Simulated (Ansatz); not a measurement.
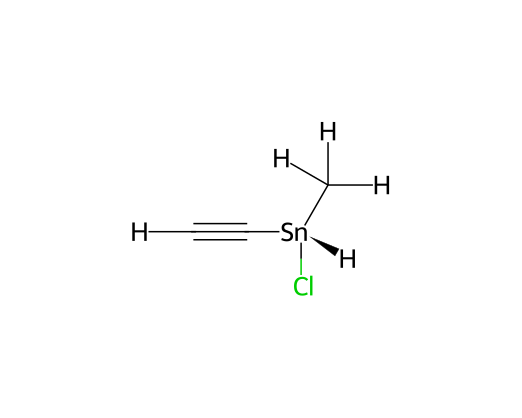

2D structure.

**Give its SMILES.**

C#[C][Sn@H]([CH3])[Cl]

**What is the molecular formula?**

C3H5ClSn.

**An optimisation with PBE0-D4/def2-TZVP gave a structure of which point group?**

C1.

The parts below concern this one geometry. Atoms keep their numbers from picture to picture. The computed structure is the end point of a PBE0-D4/def2-TZVP optimisation.

## Geometry

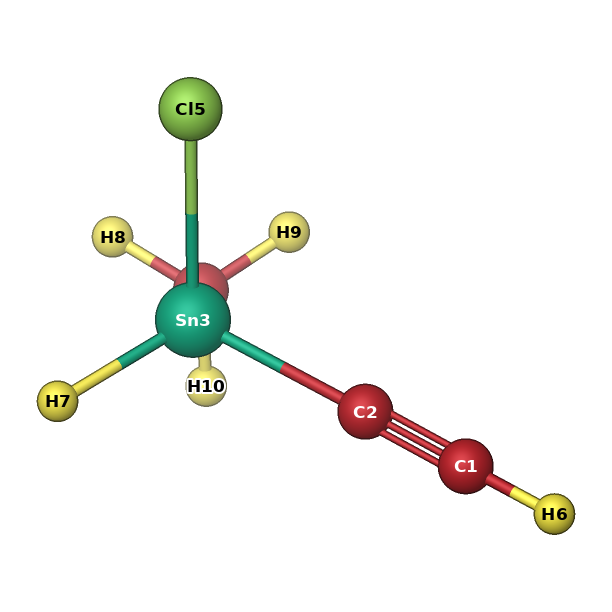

C4 lies behind Sn3. The molecule seen nearly along the Sn3–C4 bond, Sn3 in front. Atoms fade into the background with distance from the viewer.

**What is the torsion angle Cl5–Sn3–C4–H8? The sign is positive where the front bond must turn clockwise to cover the back bond.**

−62°, synclinal (gauche). The bonds about Sn3–C4 are staggered.

## Electronic properties

Properties computed with RKS PBE0-D4/def2-TZVP, core potentials on Sn (Ansatz 0.2.0).

**Estimate the dispersion correction.**

−19.9 kJ/mol.

**What is the harmonic zero-point energy?**

164.9 kJ/mol.

**Estimate the dipole moment.**

2.87 D.

## Vibrations

Harmonic vibrations computed with RKS PBE0-D4/def2-TZVP, core potentials on Sn (Ansatz 0.2.0) at a stationary point of the same level.

**How many vibrational modes are there, and where do they lie?**

24 modes: 78, 83, 102, 126, 243, 258, 367, 453, 545, 559, 590, 721, 730, 779, 795, 1231, 1447, 1451, 1972, 2146, 3074, 3173, 3181, 3462 cm⁻¹.

## Charges

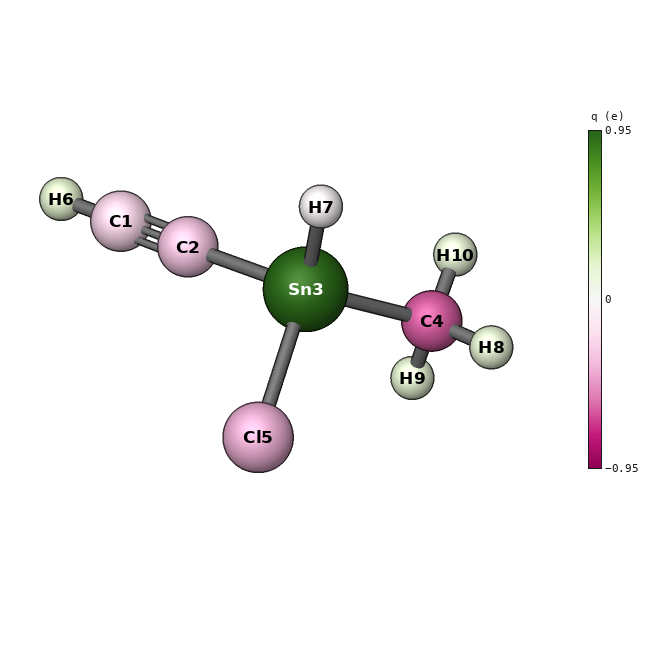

Atoms are coloured by their Mulliken charges. Properties computed with RKS PBE0-D4/def2-TZVP, core potentials on Sn (Ansatz 0.2.0).

List the Mulliken charges.

| atom | value (e) |
| --- | --- |
| C1 | −0.23 |
| C2 | −0.31 |
| Sn3 | 0.92 |
| C4 | −0.62 |
| Cl5 | −0.39 |
| H6 | 0.18 |
| H7 | −0.04 |
| H8 | 0.16 |
| H9 | 0.17 |
| H10 | 0.16 |

Mulliken values depend strongly on the basis set and can even reverse the polarity of a bond.
